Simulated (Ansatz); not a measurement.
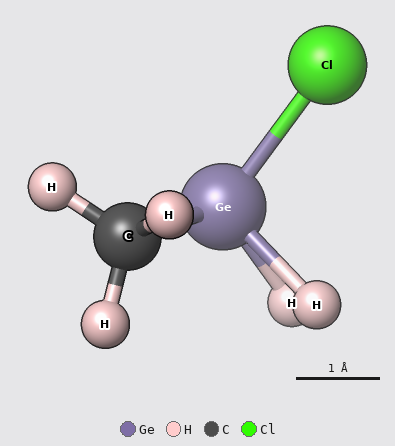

*The structure (ball-and-stick view, seen at a tilt). Sticks mark near contacts.*

**Frequency calculation of CH₅ClGe**

- system: CH₅ClGe
- method: RKS PBE0-D4/def2-SVP (Ansatz 0.2.0)

It belongs to a series of runs on one base structure; here: vibrations at the highest image of the band.

Input file
```yaml
crystal:
  periodic: [false, false, false]
  atoms:
    - { symbol: Ge, position_ang: [-0.436256, -0.069328, 0.432599] }
    - { symbol: H, position_ang: [0.821222, -0.072514, 1.357631] }
    - { symbol: H, position_ang: [1.27054, 0.309875, 0.234525] }
    - { symbol: C, position_ang: [-0.876802, 1.550552, -0.587551] }
    - { symbol: H, position_ang: [-1.969697, 1.650823, -0.614065] }
    - { symbol: H, position_ang: [-0.445406, 2.422907, -0.076523] }
    - { symbol: H, position_ang: [-0.485281, 1.483147, -1.60965] }
    - { symbol: Cl, position_ang: [-0.404621, -1.781761, -0.922365] }
basis:
  gaussian: { orbitals: def2-SVP }
hamiltonian:
  xc: pbe0
  dispersion: d4
phonons: {}
```

Launched with:
```bash
ansatz run input.yaml --threads 2 --pin off --max-ram 3072MiB --backend cpu --events-out ev --progress --plain --runs-dir out
```

Output
```
Engine: ansatz 0.2.0, aarch64-unknown-linux-gnu
Functional definition: PBE0
  parameter a = 0.25
  parameter kappa = 0.804
  parameter beta = 0.06672455060314922
  exchange = (1 - a)*pbe_x(kappa = kappa, mu = beta*pi^2/3) + a*exact_x
  correlation = pbe_c(beta = beta)
946 factors; integrals over basis functions are off by at most 4.1e-4 eV
mean field evaluation 1: about -70129.7338 eV, gradient 4.1e1 eV
mean field evaluation 2: about -70127.1890 eV, gradient 4.9e1 eV
mean field evaluation 4: about -70133.6224 eV, gradient 1.7e0 eV
mean field evaluation 8: about -70133.6397 eV, gradient 2.1e-2 eV
mean field -70133.63972886 eV, -2577.3637217471 hartree, gradient 2.3e-5 eV, S^2 0.000000; 0 other end points of the search recorded, 0 dependent functions left out
the calculation of the forces begins
reference -70133.63975297 eV, -2577.3637226332 hartree; 30, 30 occupied and 59, 59 virtual orbitals, 946 factors
these checks for a lower state are left out or cut short: stability, starts, cluster_reference, orbital_swaps, neighbouring_geometries, increment
946 factors; integrals over basis functions are off by at most 4.1e-4 eV
mean field evaluation 16: about -70133.6335 eV, gradient 1.6e-1 eV
mean field -70133.63988361 eV, -2577.3637274342 hartree, gradient 1.4e-6 eV, S^2 0.000000; 0 other end points of the search recorded, 0 dependent functions left out
[... from here on the field's lines of each further geometry are left out, up to the last ...]
the calculation of the forces begins
reference -70133.63973960 eV, -2577.3637221419 hartree; 30, 30 occupied and 59, 59 virtual orbitals, 946 factors
these checks for a lower state are left out or cut short: stability, starts, cluster_reference, orbital_swaps, neighbouring_geometries, increment
946 factors; integrals over basis functions are off by at most 4.1e-4 eV
mean field -70133.63970401 eV, -2577.3637208339 hartree, gradient 2.9e-6 eV, S^2 0.000000; 0 other end points of the search recorded, 0 dependent functions left out
the calculation of the forces begins
reference -70133.63972812 eV, -2577.3637217200 hartree; 30, 30 occupied and 59, 59 virtual orbitals, 946 factors
WARN: phonons: modes at or below zero, which the zero-point energy, F, S and C_V leave out: 1, the lowest at -1276.75 cm⁻¹. A minimum has none, and a first-order saddle one
Total energy: -70133.76546371 eV, -2577.3683424178 hartree
Atom 0 at    -0.436256    -0.069328     0.432599 Å, force     0.026243     0.001862     0.001654 eV/Å
Atom 1 at     0.821222    -0.072514     1.357631 Å, force    -0.019091     0.003263    -0.014880 eV/Å
Atom 2 at     1.270540     0.309875     0.234525 Å, force    -0.006560    -0.005159     0.002239 eV/Å
Atom 3 at    -0.876802     1.550552    -0.587551 Å, force     0.008625     0.000321     0.005996 eV/Å
Atom 4 at    -1.969697     1.650823    -0.614065 Å, force    -0.006313     0.000120    -0.001234 eV/Å
Atom 5 at    -0.445406     2.422907    -0.076523 Å, force    -0.001695    -0.004769     0.002534 eV/Å
Atom 6 at    -0.485281     1.483147    -1.609650 Å, force    -0.000951    -0.003353    -0.001859 eV/Å
Atom 7 at    -0.404621    -1.781761    -0.922365 Å, force    -0.000258     0.007713     0.005551 eV/Å
Dipole moment:    -0.025506     0.499131     0.160686 e Å
Vibrations: -1276.75 152.63 161.65 408.21 466.64 530.67 594.77 771.92 865.25 905.59 1242.88 1420.17 1440.86 1488.90 2105.61 3081.02 3197.61 3215.22 cm⁻¹, zero-point energy 1.366901 eV
```

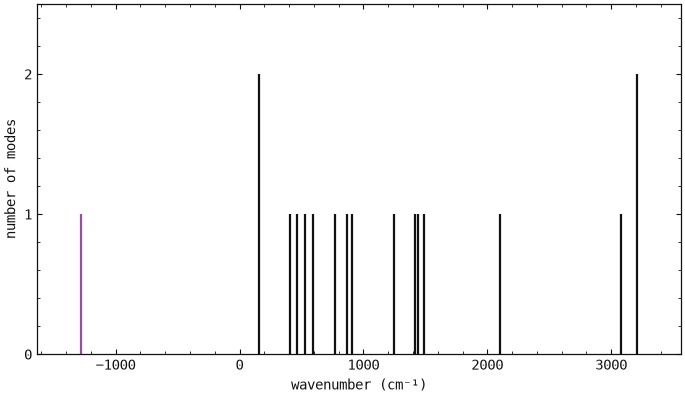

*Harmonic vibrational wavenumbers from the force constants; neighbouring modes closer than 20 cm⁻¹ are counted in one stick, and imaginary ones are drawn at negative wavenumbers.*

18 modes from 1277i to 3215 cm⁻¹, 1 imaginary beyond 8i (1277i cm⁻¹): a first-order saddle point, if the geometry is stationary.

Results in brief

| quantity | value |
| --- | --- |
| outcome | converged |
| total energy | −70133.7655 eV |
| mean-field energy | −70133.6398 eV |
| largest force (length of the vector) | 0.026 eV/Å |
| hardware | 2 threads of Arm Neoverse V2, 24 GiB of memory available, shared host |
| wall time | 59 s (CPU time 1.9 min) |
| peak memory | 0.18 GiB |
